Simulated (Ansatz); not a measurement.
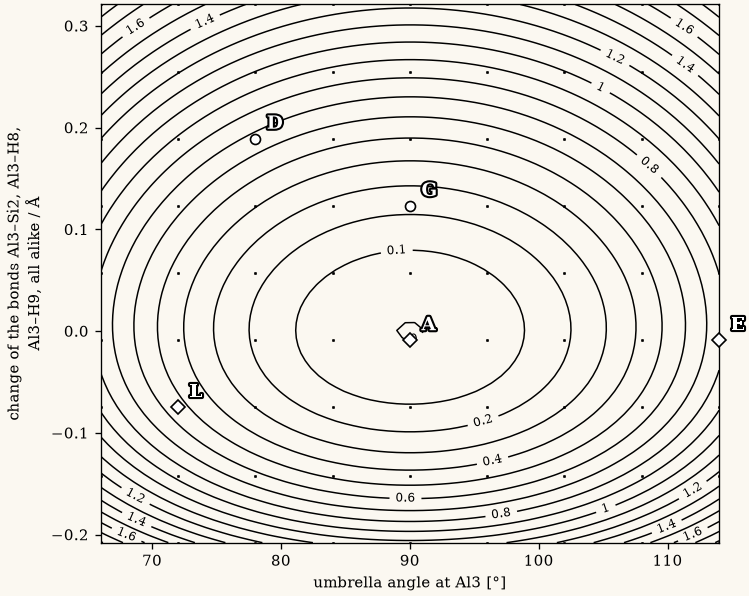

CH6AlSi, SMILES C[SiH+][AlH2], charge +1. 
- First axis: umbrella angle at Al3 (between each of its bonds and their common axis; 90 is planar). Second axis: change of the bonds Al3–Si2, Al3–H8, Al3–H9, all alike.
- Nothing is relaxed (all other coordinates rigid).
- The scan uses a 9 × 9 grid.
- Points are written as (first, second).
- Energies are in eV, from the lowest grid point.
- The calculation used RKS r2SCAN-D4/def2-TZVP (Ansatz).

The picture shows contour lines labelled in eV, dots at the grid points, lettered points. Between grid points the surface is interpolated.

Q: Is G the lowest point of the computed grid?

A: No. G lies 0.23 eV above the lowest grid point, which is at (90°, −0.009 Å).

Q: What kind of point is each of A, D, G, L: minimum, saddle, maximum or slope?

A: A: minimum; D: on a slope; G: on a slope; L: on a slope. (In these two coordinates alone; a stationary point may lie a little off the grid point.)
